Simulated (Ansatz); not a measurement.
Take CsPbBr3 in the cubic perovskite structure (space group Pm-3m, No. 221; a = 5.872 Å) as the base. Axes: x, y, z lie along the cube axes.

Modification: the cell is stretched by 1.80 % along z with no lateral relaxation; the atoms relax in the strained cell.

All numbers come from Ansatz (an electronic-structure program), PBEsol, PAW, cutoff 420 eV, no spin-orbit coupling.

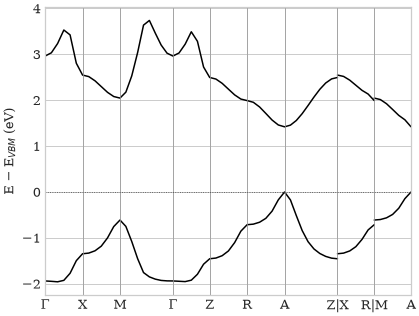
Figure. Highest valence and lowest conduction band along the path of the changed cell's own zone

Read the changed gap and its character from the plot.

About 1.4 eV, direct at A.

With Pb present, leaving out spin-orbit coupling can change the band edges. Whether these cells are dynamically stable was not tested. Many cubic perovskites are stable only at high temperature; tilts and polar distortions were not tested. This is not the structure that CsPbBr3 has at room temperature and ambient pressure. k-point labels follow each cell's own Brillouin zone.
